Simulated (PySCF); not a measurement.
# HfSF2: singlet, from a PBE minimum start

Aim: relax HfSF2 as a singlet from a PBE minimum start, check by its vibrations whether the end is a minimum, and collect its spectrum and constants.

Computed with PySCF 2.14.0. Level: PBE, basis Hf def2-SVP with ECP60, S def2-SVP, F def2-SVP, scalar-relativistic core potentials, no spin–orbit coupling, density fitting.

## (1) Where the work starts

4 atoms, charge 0, spin multiplicity 1.

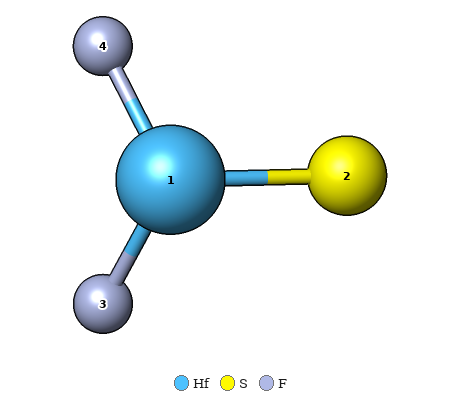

The starting geometry (hafnium blue, sulfur yellow, fluorine light blue); atoms are numbered from 1 in the order of the file.

```xyz
4
charge 0 multiplicity 1
Hf   -0.1497    0.1839    0.0000
S     0.0000   -2.0481    0.0000
F     0.7091    0.8523   -1.5804
F     0.7091    0.8523    1.5804
```

## (2) First SCF at the start

One driver script runs all steps and calls PySCF; scf.py shows how it sets up the SCF of each step. The optimiser is the driver's own. After this first run the driver tries any further starts and a stability analysis.

The input, scf.py:

```python
from pyscf import gto, scf, dft
mol = gto.M(atom='''
Hf    -0.149740     0.183940     0.000000
S      0.000000    -2.048120     0.000000
F      0.709140     0.852280    -1.580440
F      0.709140     0.852280     1.580440''',
    basis={'Hf': 'def2-SVP', 'S': 'def2-SVP', 'F': 'def2-SVP'},
    ecp={'Hf': 'def2-SVP'},
    charge=0, spin=0)
mf = dft.RKS(mol, xc='PBE')
mf.grids.atom_grid = (50, 194)
aux = {'Hf': 'def2-universal-JKFIT', 'S': 'def2-universal-JKFIT', 'F': 'def2-universal-JKFIT'}
mf = mf.density_fit(auxbasis=aux)
mf.conv_tol = 1e-08
mf.diis_space = 10
mf.max_cycle = 60
mf.init_guess = 'minao'
mf.verbose = 4
mf.kernel()
```

Started as:

```
> OMP_NUM_THREADS=2 python axn.py task.json out
```

Output:

```text
init E= -632.886170963863
  HOMO = -0.472509569574088  LUMO = -0.384325188204836  gap/eV = 2.39962
cycle= 1 E= -645.130799912946  delta_E= -12.2  |g|= 1.12  |ddm|= 7.62
  HOMO = -0.111526784319567  LUMO = -0.04422982349851  gap/eV = 1.83124
cycle= 2 E= -644.410942685688  delta_E= 0.72  |g|= 1.97  |ddm|= 3.15
  HOMO = -0.18058961299897  LUMO = -0.122897474643917  gap/eV = 1.56988
cycle= 3 E= -645.421057969838  delta_E= -1.01  |g|= 0.429  |ddm|= 2.25
  HOMO = -0.222125305753346  LUMO = -0.168223461825526  gap/eV = 1.46674
cycle= 4 E= -645.432263222003  delta_E= -0.0112  |g|= 0.382  |ddm|= 0.733
  HOMO = -0.238509740982525  LUMO = -0.154046500803169  gap/eV = 2.29836
cycle= 5 E= -645.454132082519  delta_E= -0.0219  |g|= 0.191  |ddm|= 0.534
  HOMO = -0.216734074661785  LUMO = -0.155049110339346  gap/eV = 1.67853
cycle= 6 E= -645.467126125505  delta_E= -0.013  |g|= 0.0304  |ddm|= 0.289
  HOMO = -0.217532077027415  LUMO = -0.153508855721166  gap/eV = 1.74216
cycle= 7 E= -645.467426031104  delta_E= -0.0003  |g|= 0.00476  |ddm|= 0.034
  HOMO = -0.217690346946281  LUMO = -0.153445581735861  gap/eV = 1.74819
cycle= 8 E= -645.467434069122  delta_E= -8.04e-06  |g|= 0.000741  |ddm|= 0.00612
  HOMO = -0.217639490652078  LUMO = -0.153430594915272  gap/eV = 1.74721
cycle= 9 E= -645.46743419624  delta_E= -1.27e-07  |g|= 0.000135  |ddm|= 0.000739
  HOMO = -0.21763980407996  LUMO = -0.153427790691761  gap/eV = 1.74730
cycle= 10 E= -645.467434200797  delta_E= -4.56e-09  |g|= 4.32e-05  |ddm|= 0.000145
  HOMO = -0.217646387842071  LUMO = -0.153419370797412  gap/eV = 1.74771
Extra cycle  E= -645.467434193711  delta_E= 7.09e-09  |g|= 0.000148  |ddm|= 0.000238
converged SCF energy = -645.467434193711
```

This step, with its further starts and checks, ran for 10 s (2 threads of Arm Neoverse N1, shared host).

No lower closed-shell solution turned up in the test of internal stability.

## (3) Relaxation: PBE minimum start, singlet

The program finds Cs symmetry in the start, which this walk keeps. The walk stops when the largest gradient is under 0.0003 Eh/bohr and the energy has settled too.

scf.py, as its differences from that of step 2:

```diff
@@ -3,4 +3,4 @@
-Hf    -0.149740     0.183940     0.000000
-S      0.000000    -2.048120     0.000000
-F      0.709140     0.852280    -1.580440
-F      0.709140     0.852280     1.580440''',
+Hf    -0.149739     0.183937     0.000000
+S      0.000001    -2.048123     0.000000
+F      0.709141     0.852277    -1.580440
+F      0.709141     0.852277     1.580440''',
@@ -17 +16,0 @@
-mf.init_guess = 'minao'
```

The optimiser's trace:

| step | energy (Eh) | change (kJ/mol) | largest symmetric gradient (Eh/bohr) |
| --- | --- | --- | --- |
| 0 | -645.467434 | 0.00 | 0.00174 |
| 1 | -645.467485 | -0.13 | 0.00053 |
| 2 | -645.467512 | -0.20 | 0.00031 |
| 3 | -645.467513 | -0.21 | 0.00017 |

The walk took 12 s.

Geometry (Å) and forces (eV/Å) at some steps:

```
step 0
Hf  -0.150   0.184   0.000   0.086  -0.054   0.000
S    0.000  -2.048   0.000   0.001  -0.002   0.000
F    0.709   0.852  -1.580  -0.044   0.028  -0.008
F    0.709   0.852   1.580  -0.044   0.028   0.008
step 1
Hf  -0.139   0.180   0.000   0.024  -0.011   0.000
S   -0.005  -2.052   0.000   0.021  -0.030   0.000
F    0.706   0.856  -1.584  -0.022   0.021  -0.027
F    0.706   0.856   1.584  -0.022   0.021   0.027
step 2
Hf  -0.126   0.177   0.000   0.000   0.009   0.000
S   -0.010  -2.058   0.000   0.035  -0.008   0.000
F    0.702   0.861  -1.592  -0.018  -0.001  -0.006
F    0.702   0.861   1.592  -0.018  -0.001   0.006
step 3
Hf  -0.125   0.177   0.000  -0.001   0.002   0.000
S   -0.010  -2.058   0.000   0.034  -0.003   0.000
F    0.702   0.860  -1.593  -0.017   0.001  -0.003
F    0.702   0.860   1.593  -0.017   0.001   0.003
```

After 3 steps and 0.2 kJ/mol it ends at Cs: Hf–F 1.920 Å (×2), Hf–S 2.238 Å; F–Hf–F 112.1°, F–Hf–S 109.5° (×2).

## (4) Frequencies

The point is checked on the finer grid, and tightened if its gradient asks for it. The Hessian and the dipole derivatives come from central differences of analytic gradients, with steps of 0.02 bohr.

scf.py, as its differences from that of step 3:

```diff
@@ -3,4 +3,4 @@
-Hf    -0.149739     0.183937     0.000000
-S      0.000001    -2.048123     0.000000
-F      0.709141     0.852277    -1.580440
-F      0.709141     0.852277     1.580440''',
+Hf    -0.167347     0.190267     0.000000
+S     -0.014056    -2.041381     0.000000
+F      0.694144     0.855341    -1.580298
+F      0.694144     0.855341     1.580298''',
@@ -11 +11 @@
-mf.grids.atom_grid = (50, 194)
+mf.grids.atom_grid = (75, 302)
@@ -14 +14 @@
-mf.conv_tol = 1e-08
+mf.conv_tol = 1e-10
```

This SCF starts from the last density.

SCF at the final geometry:

```text
init E= -645.467558627045
  HOMO = -0.217570963954497  LUMO = -0.153238823063518  gap/eV = 1.75057
cycle= 1 E= -645.467558627048  delta_E= -2.96e-12  |g|= 9.22e-07  |ddm|= 1.43e-06
  HOMO = -0.217571012972844  LUMO = -0.153238646673078  gap/eV = 1.75057
Extra cycle  E= -645.467558627044  delta_E= 4.09e-12  |g|= 3.22e-06  |ddm|= 4.76e-06
converged SCF energy = -645.467558627044
```

The whole step took 89 s.

Geometry: Cs; Hf–F 1.919 Å (×2), Hf–S 2.237 Å; F–Hf–F 110.9°, F–Hf–S 108.4° (×2).

Harmonic modes (main isotopes):

| symmetry | ω (cm⁻¹) | IR (km/mol) | μ (u) | type |
| --- | --- | --- | --- | --- |
| a' | 119 | 20.2 | 23.57 | bend |
| a'' | 169 | 1.6 | 24.25 | bend |
| a' | 172 | 3.6 | 22.02 | bend |
| a' | 486 | 34.3 | 36.95 | stretch |
| a'' | 645 | 98.0 | 21.61 | stretch |
| a' | 646 | 70.1 | 20.18 | stretch |

Every mode is real; the point is a minimum.

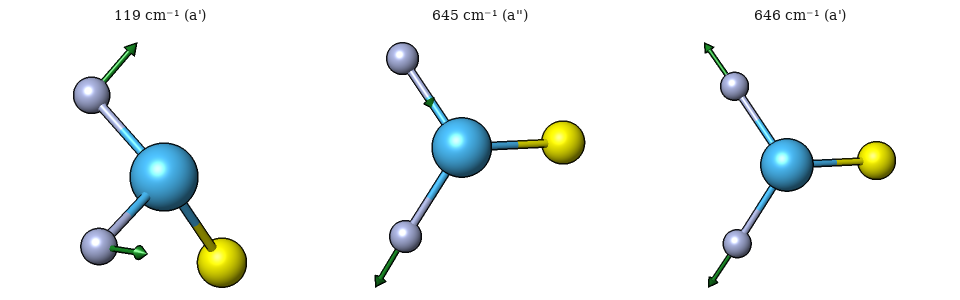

Displacements of 3 of the modes, as arrows (one member where a mode is degenerate).

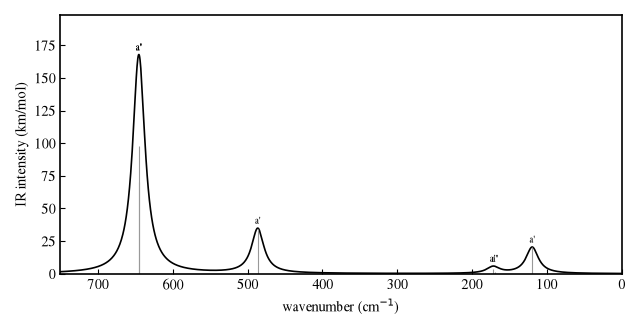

The harmonic infrared spectrum (widths in cm⁻¹). Lines are broadened to a width of 20 cm⁻¹ (Lorentzian).

Constants and moments:

| Property | Result |
| --- | --- |
| Dipole moment | 5.40 D |
| Highest occupied level | -5.92 eV |
| Lowest empty level | -4.17 eV |
| Rotational constants | 0.1453, 0.08834, 0.06371 cm⁻¹ |
| Zero-point energy | 13.4 kJ/mol |
| Principal polarisabilities | 38.1, 44.8, 76.6 bohr³ |
| Atomisation energy without zero-point energy | 1891 kJ/mol |
| Principal traceless quadrupole moments about the centre of mass | -7.10, -4.02, 11.12 D Å |
| Entropy at 298.15 K and 1 bar | 330.4 J/(mol K) |
| Heat capacity Cp at 298.15 K | 70.3 J/(mol K) |
| Enthalpy at 298.15 K above 0 K | 16.27 kJ/mol |
| Rotational symmetry number | 1 |

Charges (e) and bond orders:

```json
{"atom": "Hf1", "Mulliken": "0.86", "Löwdin": "0.10", "polar tensor": "1.72", "Mayer order to Hf1": "–"}
{"atom": "S2", "Mulliken": "-0.29", "Löwdin": "0.10", "polar tensor": "-0.57", "Mayer order to Hf1": "2.33"}
{"atom": "F3,4", "Mulliken": "-0.28", "Löwdin": "-0.10", "polar tensor": "-0.58", "Mayer order to Hf1": "1.18"}
```

Outer orbital energies (eV). occupied: -10.65, -10.19, -10.16, -9.96, -9.62, -6.91, -6.26, -5.92; empty: -4.17, -2.34, -2.24, -0.97.

Mulliken populations on Hf1 (outside its core potential): s 2.42, p 6.30, d 2.28, f 0.14.

## (5) Stability of the closed shell

At the lowest minimum the closed shell is tested against spin polarisation, on the (50, 194) grid. It is stable.

## (6) Results

| quantity | value |
| --- | --- |
| minimum | singlet, Cs |
| geometry | Hf–F 1.919 Å (×2), Hf–S 2.237 Å; F–Hf–F 110.9°, F–Hf–S 108.4° (×2) |
| wavenumbers (cm⁻¹) | 119 (a'), 169 (a''), 172 (a'), 486 (a'), 645 (a''), 646 (a') |
| dipole moment | 5.40 D |
| highest occupied, lowest empty level | -5.92, -4.17 eV |
| polar-tensor charge of Hf1 | +1.72 e |
| zero-point energy | 13.4 kJ/mol |
| entropy at 298.15 K | 330.4 J/(mol K) |
| atomisation energy (no zero-point energy) | 1891 kJ/mol |

The PBE minimum start keeps its Cs symmetry and ends in a minimum. In the infrared the band at 645 cm⁻¹ (a'', stretch) leads. With 5.4 D the molecule is strongly polar. Only this shape and spin were tried, so other structures or states may lie lower. With an element this heavy the missing spin–orbit coupling can shift these numbers.

The search up to here ran for 1.9 min (2 threads of Arm Neoverse N1, shared host).
